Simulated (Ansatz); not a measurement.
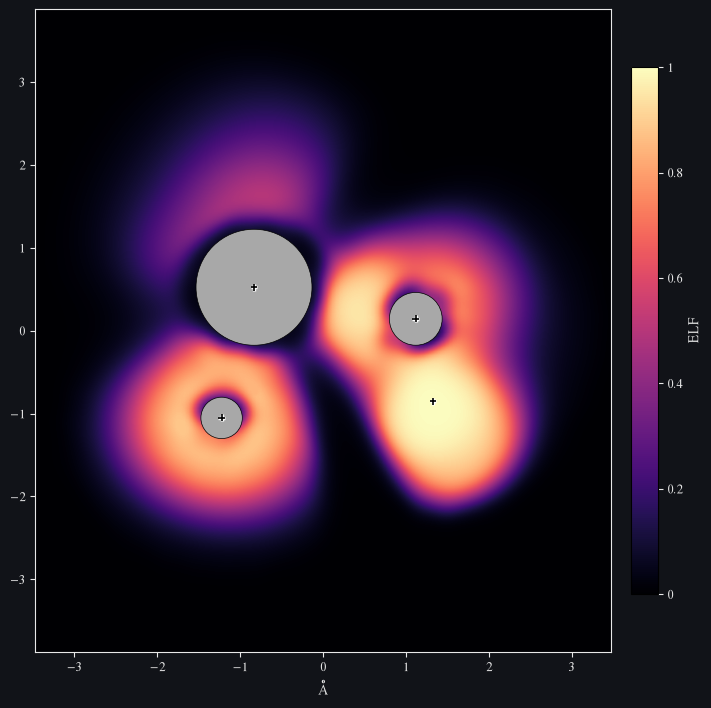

The ELF on a plane through atoms (crosses mark nuclei in the plane; grey discs cover the cores).

All numbers below come from Ansatz, isolated molecule in a Gaussian basis; Kohn-Sham density functional theory, functional PBE0.

Candidates:
A. FH5N2OSi
B. H3InO2S (SMILES [OH][In]([OH])[SH])

### Which candidate gave the map?

Candidate A: FH5N2OSi on the plane of atoms F1, Si5 and N3, which holds F, N, Si and H. Si–F (1.62 Å): the ELF peaks at about 0.85 in the valence shell of F, 0.6 Å from its nucleus, and is about 0.55 at the midpoint. N–H (1.02 Å): the ELF climbs to about 1 towards the hydrogen, as it does in any bond to H (an ordinary covalent bond to hydrogen).
